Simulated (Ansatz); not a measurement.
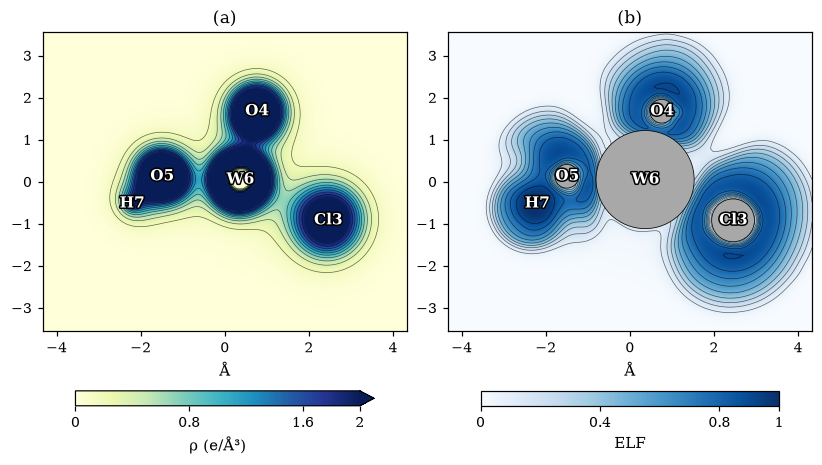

Figure. Cl$_{3}$HO$_{2}$W (SMILES [O]=[W]([OH])([Cl])([Cl])[Cl]). (a) electron density; (b) ELF on the plane of atoms Cl3, W6 and O4. Grey discs cover the atomic cores in the ELF map.

Geometry: PBE0-D4/def2-SVP; core potentials replace the inner electrons of W.

Computed with isolated molecule in a Gaussian basis; Kohn-Sham density functional theory, functional PBE0 (Ansatz 0.2.0).

```xyz
7

Cl   -2.1766   -1.3630   -0.9417
Cl    0.1517    1.2499    1.7331
Cl   -2.0643    1.7459   -0.4498
O     0.5494    0.3500   -1.3606
O     0.2274   -1.4486    0.6758
W    -0.5361    0.0515   -0.1243
H     0.0056   -2.0181    1.4223
```

Q: Describe what can be read from this map.

A:
- The section cuts through Cl, O, W and H sites.
- W–O (1.67 Å): ρ at the midpoint is about 2 e/Å³; the ELF peaks at about 0.80 in the valence shell of O, 0.5 Å from its nucleus, and drops to about 0.40 between the two atoms.
- W–Cl (2.30 Å): ρ at the midpoint is about 0.68 e/Å³; the ELF peaks at about 0.85 in the valence shell of Cl, 0.8 Å from its nucleus, and is about 0.40 at the midpoint.
- O–H (0.96 Å): ρ is about 3.7 e/Å³ halfway; the ELF climbs to about 1 towards the hydrogen, as it does in any bond to H; a covalent bond by its length.
- W–O (1.86 Å): the density is about 1.2 e/Å³ at the midpoint; the ELF peaks at about 0.85 in the valence shell of O, 0.5 Å from its nucleus, and drops to about 0.25 between the two atoms.
